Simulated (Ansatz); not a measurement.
B2F3H (SMILES FBB(F)F)

Input file:

```
crystal:
  periodic: [false, false, false]
  atoms:
    - {symbol: F, position_ang: [0.018769, 0.817258, 1.701293]}
    - {symbol: B, position_ang: [-0.331009, -0.076595, 0.792319]}
    - {symbol: B, position_ang: [0.317237, 0.023839, -0.796503]}
    - {symbol: F, position_ang: [1.427807, -0.605268, -1.136890]}
    - {symbol: F, position_ang: [-0.288001, 0.702861, -1.754418]}
    - {symbol: H, position_ang: [-1.102804, -0.926294, 1.147998]}
basis:
  gaussian: {orbitals: def2-TZVPP}
hamiltonian: {xc: pbe0, dispersion: d4}
output: {orbitals: {seedname: orbitals}}
```

Run with:

```sh
ansatz run in.yaml --threads 2 --pin off --events-out ev --progress --plain --max-ram 4352MiB
```

Geometry: PBE0-D4/def2-TZVP.

All numbers below come from RKS PBE0-D4/def2-TZVPP (Ansatz 0.2.0).

Predict the electron density and electron localisation function between the atoms.

B–F (1.32 Å): ρ at the midpoint is about 2.2 e/Å³; the ELF peaks at about 0.85 between the atoms (a shared but strongly polarised pair).
B–B (1.72 Å): the density is about 1.1 e/Å³ at the midpoint; the ELF peaks at about 1 between the atoms; a shared electron pair.

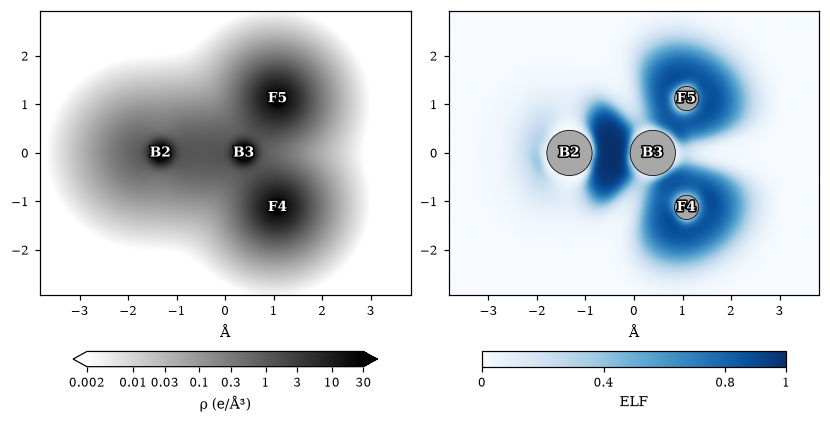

Computed electron density and electron localisation function on the plane of atoms F4, B3 and F5, in this order. Grey discs cover the atomic cores in the ELF map. 
